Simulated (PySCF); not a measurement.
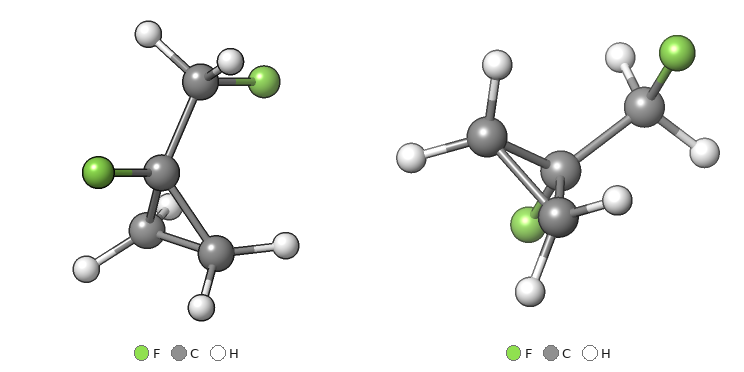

The same structure drawn twice, from different directions.

The computed structure is the end point of a PBE0-D3(BJ)/def2-SVP optimisation. No frequency run is at hand to confirm it as a minimum.

> Which formula does it have?

C4H6F2, 12 atoms: 4 carbon, 6 hydrogen and 2 fluorine.

> What is its SMILES?

FCC1(F)CC1

> How many atoms are distinct by symmetry?

8: 1 F, 1 C, 1 C, 1 F, 2 C, 2 H, 2 H, 2 H.

> Count the bonded pairs by element.

6 C–H, 4 C–C, 2 C–F.

> What is the point group of this geometry?

Cs.

More results for the same structure follow; atom numbers are the same in all pictures, views and colours differ.

**Levels of theory compared**

No frequency run is at hand to confirm it as a minimum. Program: PySCF 2.14.0.

Compare HOMO–LUMO gap (eV), dipole (D), HOMO energy (eV) at these levels: B3LYP/pcSseg-2; B97-D/pcSseg-2; BLYP/pcSseg-2; BP86/pcSseg-2; KT2/pcSseg-2; KT3/pcSseg-2; LDA/pcSseg-2; OPBE/pcSseg-2; PBE/pcSseg-2.

```csv
level,HOMO–LUMO gap (eV),dipole (D),HOMO energy (eV)
B3LYP/pcSseg-2,8.52,0.28,−7.95
B97-D/pcSseg-2,6.98,0.27,−6.72
BLYP/pcSseg-2,6.77,0.28,−6.65
BP86/pcSseg-2,7.03,0.27,−6.82
KT2/pcSseg-2,6.92,0.29,−6.80
KT3/pcSseg-2,6.78,0.29,−6.84
LDA/pcSseg-2,6.84,0.28,−6.88
OPBE/pcSseg-2,6.84,0.26,−6.67
PBE/pcSseg-2,6.84,0.27,−6.73
```

**NMR shielding**

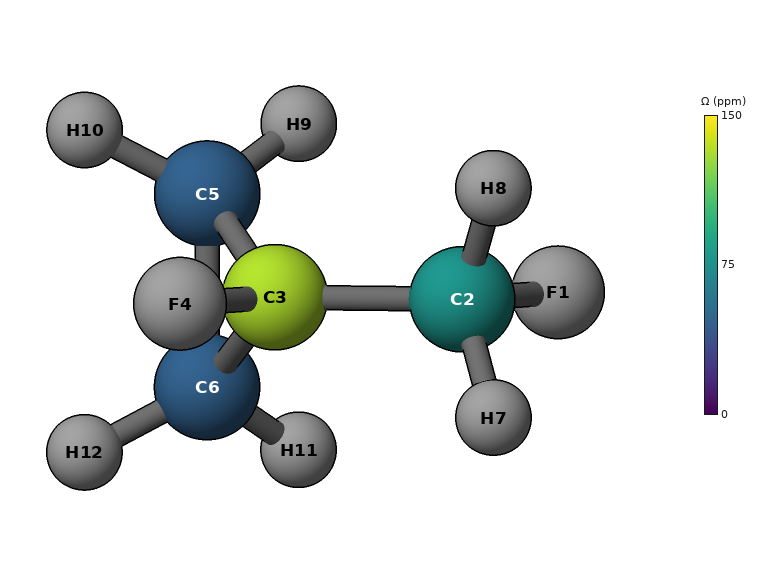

The C atoms are coloured by the span of their shielding tensor. No frequency run is at hand to confirm it as a minimum. Properties computed with GIAO OPBE/pcSseg-2 NMR shielding, non-relativistic, gas phase (PySCF 2.14.0). Principal shieldings σ11 ≤ σ22 ≤ σ33, span Ω = σ33 − σ11, skew κ = 3(σiso − σ22)/Ω.

> Which C atom has the most anisotropic shielding?

C3, with a span of 132 ppm.

Give the shielding tensors of the C atoms.

| atom | σ11 | σ22 | σ33 | σiso | Ω | κ |
| --- | --- | --- | --- | --- | --- | --- |
| C2 | 74.6 | 78.0 | 152.1 | 101.6 | 77.5 | 0.91 |
| C3 | 55.5 | 73.5 | 187.4 | 105.5 | 131.9 | 0.73 |
| C5, C6 | 153.1 | 170.7 | 199.8 | 174.5 | 46.7 | 0.25 |

Shieldings and span in ppm.

**Ring current**

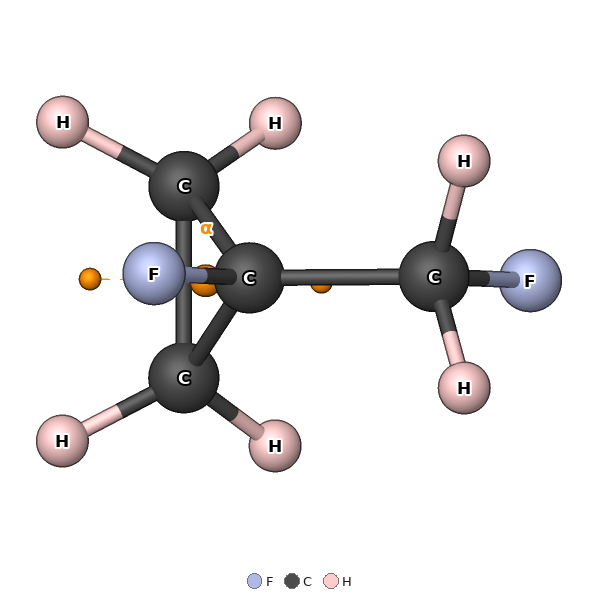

The small points mark where nucleus-independent chemical shifts (NICS) were computed: at the centre of each lettered ring and 1 Å above and below it. No frequency run is at hand to confirm it as a minimum. Properties computed with GIAO LDA/pcSseg-2 NMR shielding, non-relativistic, gas phase (PySCF 2.14.0).

Give NICS(0), NICS(1) and the out-of-plane component NICS(1)zz for each ring (means of the two sides).

```
ring  members  NICS(0)  NICS(1)  NICS(1)zz
   α       C3    −41.1     −8.3      −20.9
```

Values in ppm.
